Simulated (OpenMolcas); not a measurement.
**Excited-state calculation, with input and output: InH3 (part 2 of 4)**

Continued. System: InH3, SMILES [H][In]([H])[H]. Method: CASPT2/ANO-RCC-VDZP, DKH2 (OpenMolcas 26.06). The geometry comes from this level: GFN2-xTB.

Geometry of the input (Å):
```
In 0.0000  0.0000  0.0000
H  0.0000  0.0000  1.7186
H  1.4888  0.0000  -0.8588
H  -1.4859  0.0022  -0.8623
```

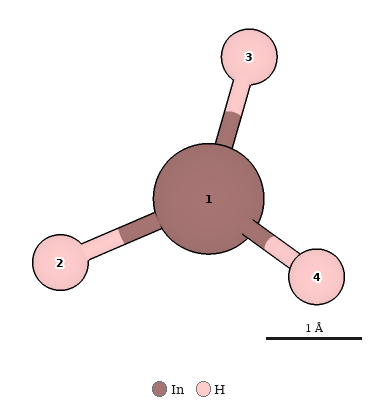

Fig. 1: The input geometry (ball-and-stick view, seen at a tilt; atoms are numbered from 1 in the order of the input). Sticks mark near contacts.

The program's output, continued
```
++    Natural Bond Order analysis
      ---------------------------
      Based on LoProp computed density
      -------------------------------------------------------------------------------------
      Atom A       Atom B       Bond Order
      -------------------------------------------------------------------------------------
      NBO located      1.005 non-bonded electrons on atom IN1
      NBO located      0.994 non-bonded electrons on atom IN1
      NBO located      1.004 non-bonded electrons on atom IN1
      NBO located      0.995 non-bonded electrons on atom IN1
      NBO located      0.995 non-bonded electrons on atom IN1
      NBO located      1.000 non-bonded electrons on atom IN1
      NBO located      1.000 non-bonded electrons on atom IN1
      NBO located      1.000 non-bonded electrons on atom IN1
      NBO located      1.000 non-bonded electrons on atom IN1
      NBO located      1.000 non-bonded electrons on atom IN1
      NBO located      1.000 non-bonded electrons on atom IN1
      NBO located      1.000 non-bonded electrons on atom IN1
      NBO located      1.000 non-bonded electrons on atom IN1
      NBO located      1.000 non-bonded electrons on atom IN1
      NBO located      1.000 non-bonded electrons on atom IN1
      NBO located      1.000 non-bonded electrons on atom IN1
      NBO located      1.000 non-bonded electrons on atom IN1
      NBO located      1.000 non-bonded electrons on atom IN1
      NBO located      1.000 non-bonded electrons on atom IN1
      NBO located      1.000 non-bonded electrons on atom IN1
      NBO located      1.000 non-bonded electrons on atom IN1
      NBO located      1.000 non-bonded electrons on atom IN1
      The remaining    4.882 electrons are to be considered as diffuse
--

--

      Von Neumann Entropy (Root   2) =  1.27755

      Mulliken population analysis for root number:  2
      -----------------------------------------------

++    Molecular charges:
      ------------------

      Mulliken charges per centre
      ---------------------------

                IN1     H2      H3      H4
      Total   48.6353  1.3067  1.0258  1.0322

      N-E      0.3647 -0.3067 -0.0258 -0.0322

      Total electronic charge=   52.000000

      Total            charge=   -0.000000
--

      Expectation values of various properties for root number:  2
      -----------------------------------------------------------

++    Molecular properties:
      ---------------------

      Charge (e):
                      =   -0.0000
      Dipole Moment (debye):
      Origin of the operator (angstrom)=    0.0000    0.0000   -0.0000
                   X=  6.1835E-02               Y=  1.4993E-03               Z= -2.4514E+00           Total=  2.4522E+00
      Quadrupole Moment (debye*angstrom):
      Origin of the operator (angstrom)=    0.0000    0.0000   -0.0000
                  XX= -2.5288E+01              XY= -6.1578E-03              XZ= -8.1329E-02              YY= -3.3679E+01
                  YZ= -1.2930E-03              ZZ= -3.1712E+01
      In traceless form (debye*angstrom)
                  XX=  7.4078E+00              XY= -9.2367E-03              XZ= -1.2199E-01              YY= -5.1788E+00
                  YZ= -1.9395E-03              ZZ= -2.2290E+00
--

      LoProp population analysis for root number:  2
      -----------------------------------------------

++    LoProp analysis:
      ----------------

++    Static properties:
      ------------------

      LoProp Charges per center

                   IN1      H2       H3       H4
      Nuclear     49.0000   1.0000   1.0000   1.0000
      Electronic -49.0092  -1.1393  -0.9229  -0.9286

      Total       -0.0092  -0.1393   0.0771   0.0714
--

      Natural Bond Order analysis for root number:  2

++    Natural Bond Order analysis
      ---------------------------
      Based on LoProp computed density
      -------------------------------------------------------------------------------------
      Atom A       Atom B       Bond Order
      -------------------------------------------------------------------------------------
      NBO located      1.018 non-bonded electrons on atom IN1
      NBO located      1.004 non-bonded electrons on atom IN1
      NBO located      0.992 non-bonded electrons on atom IN1
      NBO located      0.994 non-bonded electrons on atom IN1
      NBO located      0.994 non-bonded electrons on atom IN1
      NBO located      0.998 non-bonded electrons on atom IN1
      NBO located      1.000 non-bonded electrons on atom IN1
      NBO located      1.000 non-bonded electrons on atom IN1
      NBO located      1.000 non-bonded electrons on atom IN1
      NBO located      1.000 non-bonded electrons on atom IN1
      NBO located      1.000 non-bonded electrons on atom IN1
      NBO located      1.000 non-bonded electrons on atom IN1
      NBO located      1.000 non-bonded electrons on atom IN1
      NBO located      1.000 non-bonded electrons on atom IN1
      NBO located      1.000 non-bonded electrons on atom IN1
      NBO located      1.000 non-bonded electrons on atom IN1
      NBO located      1.000 non-bonded electrons on atom IN1
      NBO located      1.000 non-bonded electrons on atom IN1
      NBO located      1.000 non-bonded electrons on atom IN1
      NBO located      1.000 non-bonded electrons on atom IN1
      NBO located      1.000 non-bonded electrons on atom IN1
      NBO located      1.000 non-bonded electrons on atom IN1
      NBO located      1.000 non-bonded electrons on atom IN1
      The remaining    3.608 electrons are to be considered as diffuse
--

--

      Von Neumann Entropy (Root   3) =  1.32233

      Mulliken population analysis for root number:  3
      -----------------------------------------------

++    Molecular charges:
      ------------------

      Mulliken charges per centre
      ---------------------------

                IN1     H2      H3      H4
      Total   48.9010  0.8677  1.1190  1.1124

      N-E      0.0990  0.1323 -0.1190 -0.1124

      Total electronic charge=   52.000000

      Total            charge=   -0.000000
--

      Expectation values of various properties for root number:  3
      -----------------------------------------------------------

++    Molecular properties:
      ---------------------

      Charge (e):
                      =   -0.0000
      Dipole Moment (debye):
      Origin of the operator (angstrom)=    0.0000    0.0000   -0.0000
                   X= -6.4642E-02               Y=  3.3862E-04               Z=  2.2809E+00           Total=  2.2818E+00
      Quadrupole Moment (debye*angstrom):
      Origin of the operator (angstrom)=    0.0000    0.0000   -0.0000
                  XX= -3.1610E+01              XY= -2.0725E-03              XZ=  8.5420E-02              YY= -3.4340E+01
                  YZ= -2.5550E-03              ZZ= -2.5179E+01
      In traceless form (debye*angstrom)
                  XX= -1.8505E+00              XY= -3.1087E-03              XZ=  1.2813E-01              YY= -5.9458E+00
                  YZ= -3.8325E-03              ZZ=  7.7963E+00
--

      LoProp population analysis for root number:  3
      -----------------------------------------------

++    LoProp analysis:
      ----------------

++    Static properties:
      ------------------

      LoProp Charges per center

                   IN1      H2       H3       H4
      Nuclear     49.0000   1.0000   1.0000   1.0000
      Electronic -49.2111  -0.7691  -1.0128  -1.0070

      Total       -0.2111   0.2309  -0.0128  -0.0070
--

      Natural Bond Order analysis for root number:  3

++    Natural Bond Order analysis
      ---------------------------
      Based on LoProp computed density
      -------------------------------------------------------------------------------------
      Atom A       Atom B       Bond Order
      -------------------------------------------------------------------------------------
      NBO located      0.991 non-bonded electrons on atom IN1
      NBO located      1.003 non-bonded electrons on atom IN1
      NBO located      0.995 non-bonded electrons on atom IN1
      NBO located      0.995 non-bonded electrons on atom IN1
      NBO located      0.999 non-bonded electrons on atom IN1
      NBO located      1.000 non-bonded electrons on atom IN1
      NBO located      1.000 non-bonded electrons on atom IN1
      NBO located      1.000 non-bonded electrons on atom IN1
      NBO located      1.000 non-bonded electrons on atom IN1
      NBO located      1.000 non-bonded electrons on atom IN1
      NBO located      1.000 non-bonded electrons on atom IN1
      NBO located      1.000 non-bonded electrons on atom IN1
      NBO located      1.000 non-bonded electrons on atom IN1
      NBO located      1.000 non-bonded electrons on atom IN1
      NBO located      1.000 non-bonded electrons on atom IN1
      NBO located      1.000 non-bonded electrons on atom IN1
      NBO located      1.000 non-bonded electrons on atom IN1
      NBO located      1.000 non-bonded electrons on atom IN1
      NBO located      1.000 non-bonded electrons on atom IN1
      NBO located      1.000 non-bonded electrons on atom IN1
      NBO located      1.000 non-bonded electrons on atom IN1
      NBO located      1.000 non-bonded electrons on atom IN1
      The remaining    4.763 electrons are to be considered as diffuse
--

--

      Von Neumann Entropy (Root   4) =  1.39137

      Mulliken population analysis for root number:  4
      -----------------------------------------------

++    Molecular charges:
      ------------------

      Mulliken charges per centre
      ---------------------------

                IN1     H2      H3      H4
      Total   48.5184  1.1773  1.1523  1.1520

      N-E      0.4816 -0.1773 -0.1523 -0.1520

      Total electronic charge=   52.000000

      Total            charge=   -0.000000
--

      Expectation values of various properties for root number:  4
      -----------------------------------------------------------

++    Molecular properties:
      ---------------------

      Charge (e):
                      =   -0.0000
      Dipole Moment (debye):
      Origin of the operator (angstrom)=    0.0000    0.0000   -0.0000
                   X= -4.9530E-03               Y=  8.5538E-04               Z= -9.9398E-02           Total=  9.9525E-02
      Quadrupole Moment (debye*angstrom):
      Origin of the operator (angstrom)=    0.0000    0.0000   -0.0000
                  XX= -3.1078E+01              XY= -1.7180E-03              XZ=  2.8462E-03              YY= -3.3393E+01
                  YZ= -1.0754E-03              ZZ= -3.0768E+01
      In traceless form (debye*angstrom)
                  XX=  1.0028E+00              XY= -2.5770E-03              XZ=  4.2694E-03              YY= -2.4697E+00
                  YZ= -1.6131E-03              ZZ=  1.4669E+00
--

      LoProp population analysis for root number:  4
      -----------------------------------------------

++    LoProp analysis:
      ----------------

++    Static properties:
      ------------------

      LoProp Charges per center

                   IN1      H2       H3       H4
      Nuclear     49.0000   1.0000   1.0000   1.0000
      Electronic -48.9646  -1.0052  -1.0153  -1.0150

      Total        0.0354  -0.0052  -0.0153  -0.0150
--

      Natural Bond Order analysis for root number:  4

++    Natural Bond Order analysis
      ---------------------------
      Based on LoProp computed density
      -------------------------------------------------------------------------------------
      Atom A       Atom B       Bond Order
      -------------------------------------------------------------------------------------
      NBO located      1.006 non-bonded electrons on atom IN1
      NBO located      0.994 non-bonded electrons on atom IN1
      NBO located      0.995 non-bonded electrons on atom IN1
      NBO located      0.995 non-bonded electrons on atom IN1
      NBO located      1.001 non-bonded electrons on atom IN1
      NBO located      1.000 non-bonded electrons on atom IN1
      NBO located      1.000 non-bonded electrons on atom IN1
      NBO located      1.000 non-bonded electrons on atom IN1
      NBO located      1.000 non-bonded electrons on atom IN1
      NBO located      1.000 non-bonded electrons on atom IN1
      NBO located      1.000 non-bonded electrons on atom IN1
      NBO located      1.000 non-bonded electrons on atom IN1
      NBO located      1.000 non-bonded electrons on atom IN1
      NBO located      1.000 non-bonded electrons on atom IN1
      NBO located      1.000 non-bonded electrons on atom IN1
      NBO located      1.000 non-bonded electrons on atom IN1
      NBO located      1.000 non-bonded electrons on atom IN1
      NBO located      1.000 non-bonded electrons on atom IN1
      NBO located      1.000 non-bonded electrons on atom IN1
      NBO located      1.000 non-bonded electrons on atom IN1
      NBO located      1.000 non-bonded electrons on atom IN1
      NBO located      1.000 non-bonded electrons on atom IN1
      NBO located      1.000 non-bonded electrons on atom IN1
      The remaining    3.627 electrons are to be considered as diffuse
--

--

      Average orbitals are written to the RASORB file
      Natural orbitals for root   1 are written to the RASORB.1 file
      Natural orbitals for root   2 are written to the RASORB.2 file
      Natural orbitals for root   3 are written to the RASORB.3 file
      Natural orbitals for root   4 are written to the RASORB.4 file
      Spin density orbitals for root   1 are written to the SPDORB.1 file
      Spin density orbitals for root   2 are written to the SPDORB.2 file
      Spin density orbitals for root   3 are written to the SPDORB.3 file
      Spin density orbitals for root   4 are written to the SPDORB.4 file

--- Stop Module: rasscf /rc=_RC_ALL_IS_WELL_ ---
           step4.RasOrb.2 step4.RasOrb.3 step4.RasOrb.4 step4.rasscf.h5 step4.SpdOrb.1 step4.SpdOrb.2 step4.SpdOrb.3 step4.SpdOrb.4 xmldump
--- Module rasscf spent 2 seconds ---

--- Start Module: caspt2 ---

                                              &CASPT2

                       available to each process: 1.9 GB of memory, 1 thread

 ###############################################################################
 ###    WARNING: User-modified 0th-order Hamiltonian!                        ###
 ###############################################################################

++    Wave function specifications:
      -----------------------------

      Number of closed shell electrons          10
      Number of electrons in active shells       6
      Max number of holes in RAS1 space          0
      Max number of electrons in RAS3 space      0
      Number of inactive orbitals                5
      Number of active orbitals                  6
      Number of secondary orbitals              29
      Spin quantum number                      0.0
      State symmetry                             1
      Number of CSFs                           175
      Number of CASSCF root(s) available         4
      CASPT2 state passed to geometry opt.       4
      A file JOBMIX will be created
      This is a MULTI-STATE CASSCF reference
      Number of CI roots used                    4
      These are:                                 1   2   3   4
      Off-diagonal elements of Heff are computed
--

++    Orbital specifications:
      -----------------------

      Symmetry species                           1
                                                 a
      Frozen orbitals                           18
      Inactive orbitals                          5
      Active orbitals                            6
      Secondary orbitals                        29
      Deleted orbitals                           0
      Number of basis functions                 58
--

++    CASPT2 specifications:
      ----------------------

      Type of calculation                        MS-CASPT2
      Fock operator                              state-specific
      0th-order Hamiltonian                      G1
      IPEA shift                                 0.00
      Real shift                                 0.00
      Imaginary shift                            0.00
      Sigma^1 regularizer                        0.20
      The input orbitals will be transformed to quasi-canonical
--

--------------------------------------------------------------------------------
 Estimated memory requirements:
  POLY3 :                   262414
  RHS:                      289164
  SIGMA :                   302200
  PRPCTL:                        0
 Available workspace:    232485504

++ CASPT2 computation for group   1

********************************************************************************
 Multi-State initialization phase begins for group   1
--------------------------------------------------------------------------------
  THE FOCK MATRIX IS MODIFIED BY KEYWORD FOCKTYPE=G1
********************************************************************************
 Compute H0 matrices for state    1
--------------------------------------------------------------------------------
--------------------------------------------------------------------------------
 H0 matrices have been computed.
```
